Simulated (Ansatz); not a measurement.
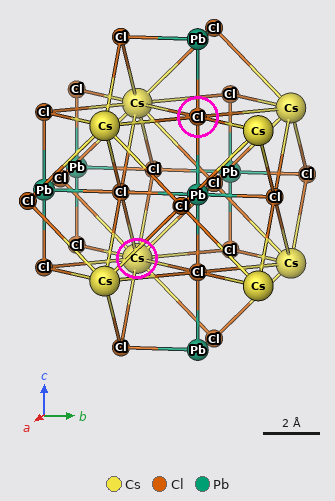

Perfect CsPbCl₃. Style: ball-and-stick. Shown: the atoms within 6.6 Å of one point, slightly off an axis.

These are results of Ansatz, DFT, PBEsol, PAW, plane waves, not measurements. Settings: plane-wave cutoff 420 eV; k-point mesh 1 × 1 × 1; mesh shifted by (0.25, 0.25, 0.25); no spin polarisation. Fermi-Dirac smearing of 0.01 eV. The axes drawn are those of the host's conventional cell.

A chlorine atom is replaced by caesium and a caesium atom is replaced by chlorine, the two sites 6.9 Å apart at the ringed places, in charge state 0. The supercell has 40 sites, and the atoms are relaxed at the host's cell.

**How do the neighbours respond?**

In the host the Cl atom has 2 Pb at 2.81 Å; the Cs atom ends with 7 Cl at 3.44 to 3.62 Å, 2 Pb at 3.77 Å, 2 Cs at 3.89 to 3.91 Å. In the host the Cs atom has 12 Cl at 3.97 Å; the Cl atom ends with 2 Pb at 2.74 Å. Of the host's atoms, a chlorine atom moves furthest from its site, by 1.61 Å. The Cs atom itself moves 1.05 Å from where it was put. The Cl atom itself moves 2.64 Å from where it was put.

The relaxed defect, seen from the same direction:

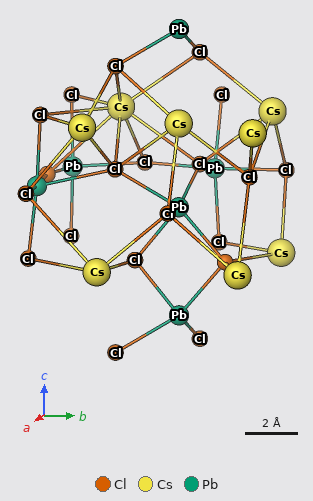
